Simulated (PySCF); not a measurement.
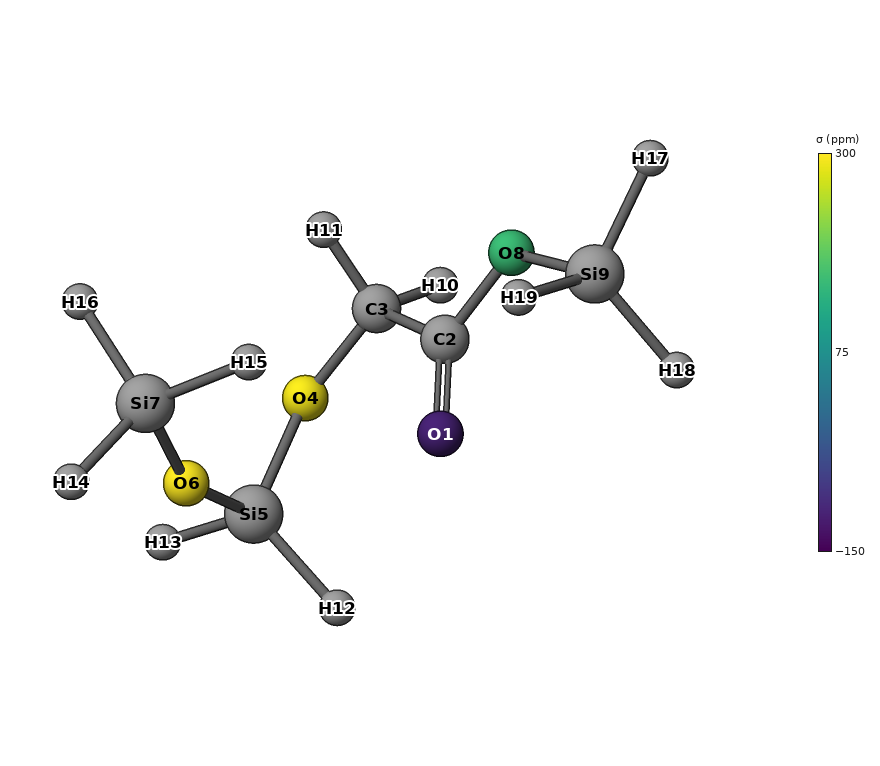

Atoms are coloured by their isotropic NMR shieldings (O only, the others grey). The computed structure is the end point of a GFN2-xTB optimisation. No frequency run is at hand to confirm it as a minimum. Level of theory: GIAO PBE0/pcSseg-1 NMR shielding, non-relativistic, gas phase (PySCF 2.14.0).

List the isotropic NMR shieldings of the O atoms.

| atom | σ (ppm) |
| --- | --- |
| O1 | −105.1 |
| O4 | 292.1 |
| O6 | 296.5 |
| O8 | 156.2 |

The geometry is semi-empirical. Around Si such bond lengths and angles can be off by a tenth of an ångström or more and by several degrees, and values that hang on the shape move with them.
